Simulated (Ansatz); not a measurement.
Band structure of ScTc3 (Fm-3m, 4 atoms in the cell).

```xyz
4
Lattice="0.0000 3.1240 3.1240 3.1240 0.0000 3.1240 3.1240 3.1240 0.0000" Properties=species:S:1:pos:R:3 pbc="T T T"
Sc     0.0000     0.0000     0.0000
Tc     1.5620     1.5620     1.5620
Tc     4.6860     4.6860     4.6860
Tc     3.1240     3.1240     3.1240
```

Method of the run: PBEsol, PAW files (plane waves; Ansatz, a program for electronic structure).

Settings: kpoints.mp_grid.grid = 7 7 7; hamiltonian.xc = pbesol; hamiltonian.pseudopotentials = {kind: paw} (the program's default PAW files); scf.occupations.method = gaussian; scf.occupations.width = 0.1 eV; kpoints.band_path.npoints = 8.

The starting cell comes from a database of computed structures (which also holds hypothetical and non-ambient phases and stackings), without a prior relaxation at this level. Spin polarisation is off.

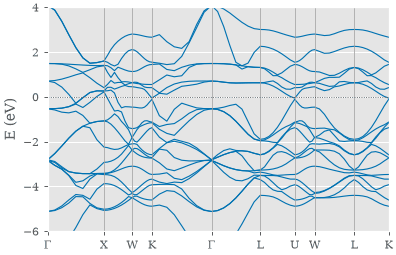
Bands along the path, energies from the Fermi level.

Levels in eV from the Fermi level, bands 25 to 32:
| point | 25 | 26 | 27 | 28 | 29 | 30 | 31 | 32 |
|---|---|---|---|---|---|---|---|---|
| Γ | -2.81 | -0.53 | -0.53 | -0.53 | 0.71 | 0.71 | 1.49 | 1.49 |
| X | -1.07 | -1.07 | 0.22 | 0.26 | 0.26 | 0.41 | 1.39 | 1.41 |
| W | -1.82 | -1.82 | -1.42 | -0.46 | 0.45 | 0.63 | 0.63 | 1.13 |
| K | -1.38 | -1.15 | -1.13 | -0.11 | -0.05 | 0.41 | 0.55 | 1.45 |
| L | -2.59 | -1.96 | -1.96 | -1.90 | 0.63 | 0.63 | 1.31 | 1.31 |
| U | -1.38 | -1.15 | -1.13 | -0.11 | -0.05 | 0.41 | 0.55 | 1.45 |

Bands cross the Fermi level along this path, so the cell is metallic at this level.

Keys are those of Ansatz 0.2.
